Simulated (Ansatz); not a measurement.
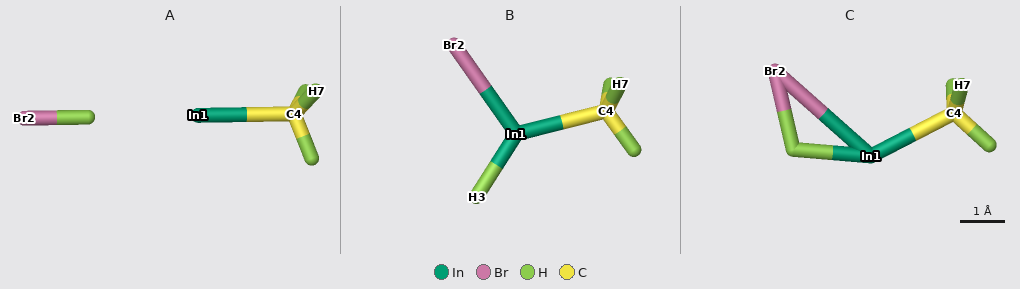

Three geometries of CH$_{4}$BrIn: a saddle point and the two minima that it joins, in shuffled order. Style: stick. Shown face on. Sticks join atoms that are closer than about 1.2 times the sum of their covalent radii (a little more with hydrogen).

Stationary points at PBE0-D4/def2-TZVP, single-point energies with CCSD(T)/CBS, B2PLYP, CAM-B3LYP-D4 (def2-TZVPP where no basis is named; Ansatz 0.2.0). The energies are electronic, without zero-point or thermal terms, and both ends are the minima reached downhill from the saddle, with any fragments still in contact. CCSD(T)/CBS stands for a frozen-core estimate: MP2 correlation extrapolated from def2-TZVPP and def2-QZVPP, CCSD(T) minus MP2 from the smaller set. Elements past krypton carry the basis set's effective core potentials.

Which frame is the transition state, what reaction does it lead through, and what barrier is to be expected?

Frame C is the saddle point. Counted by bonded pieces, B holds CH₄BrIn and A holds CH₃In + HBr. From B over the saddle to A, a bond forms: Br–H (3.52 → 1.85 → 1.46 Å). Bonds break: Br–In (2.50 → 2.95 → 4.01 Å), H–In (1.71 → 1.80 → 2.55 Å). The saddle has one imaginary mode, 747i cm⁻¹. With CCSD(T)/CBS the barrier is 1.87 eV from B and 0.50 eV from A, and A lies 1.37 eV above B.

```
       level  barrier from B (eV)  barrier from A (eV)  A less B (eV)
 CCSD(T)/CBS                 1.87                 0.50           1.37
      B2PLYP                 1.75                 0.52           1.23
CAM-B3LYP-D4                 1.89                 0.59           1.30
```

Against CCSD(T)/CBS, CAM-B3LYP-D4 comes closest on the barrier from B (+0.02 eV) and B2PLYP misses most (−0.12 eV).
